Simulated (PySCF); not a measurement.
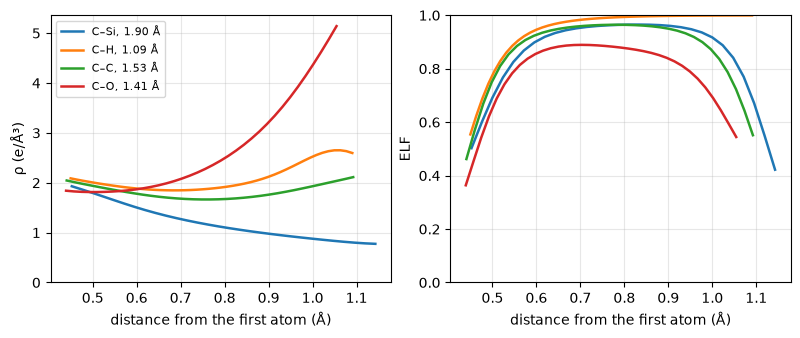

Figure. C$_{4}$H$_{10}$OSi. Total electron density and ELF along straight lines between neighbouring atoms. The curves leave out the atomic cores.

Geometry: GFN2-xTB; a saddle point, not a minimum.

Computed with CAM-B3LYP/pcSseg-1, SCF density, in a cyclohexane solvent model, non-relativistic in PySCF.

```yaml
atoms:
  - { symbol: C, position_ang: [1.4861, 0.2499, -0.1874] }
  - { symbol: C, position_ang: [0.4790, 1.3893, 0.0073] }
  - { symbol: O, position_ang: [-0.6376, 1.2887, -0.8411] }
  - { symbol: C, position_ang: [-1.6635, 0.4512, -0.3296] }
  - { symbol: Si, position_ang: [-0.9627, -1.1555, 0.4447] }
  - { symbol: C, position_ang: [0.8828, -1.1574, -0.0256] }
  - { symbol: H, position_ang: [1.9079, 0.3508, -1.1889] }
  - { symbol: H, position_ang: [2.2953, 0.4022, 0.5291] }
  - { symbol: H, position_ang: [0.1541, 1.4331, 1.0572] }
  - { symbol: H, position_ang: [0.9606, 2.3402, -0.2431] }
  - { symbol: H, position_ang: [-2.2567, 1.0202, 0.4025] }
  - { symbol: H, position_ang: [-2.3162, 0.2474, -1.1797] }
  - { symbol: H, position_ang: [-1.1348, -1.1044, 1.9044] }
  - { symbol: H, position_ang: [-1.6433, -2.3338, -0.0970] }
  - { symbol: H, position_ang: [0.9947, -1.7007, -0.9651] }
  - { symbol: H, position_ang: [1.4542, -1.7214, 0.7121] }
```

> What kind of bonding do the profiles show?

C–Si (1.90 Å): ρ is about 0.92 e/Å³ halfway; the ELF peaks at about 0.95 between the atoms (localised, covalent bonding).
C–H (1.09 Å): ρ is about 1.9 e/Å³ halfway; the ELF climbs to about 1 towards the hydrogen, as it does in any bond to H; a covalent bond by its length.
C–C (1.53 Å): the density is about 1.7 e/Å³ at the midpoint; the ELF peaks at about 0.95 between the atoms; a covalent bond.
C–O (1.41 Å): the density is about 2.1 e/Å³ at the midpoint, with its minimum of 1.8 e/Å³ about 0.5 Å from C; the ELF peaks at about 0.90 between the atoms: a polar covalent bond.
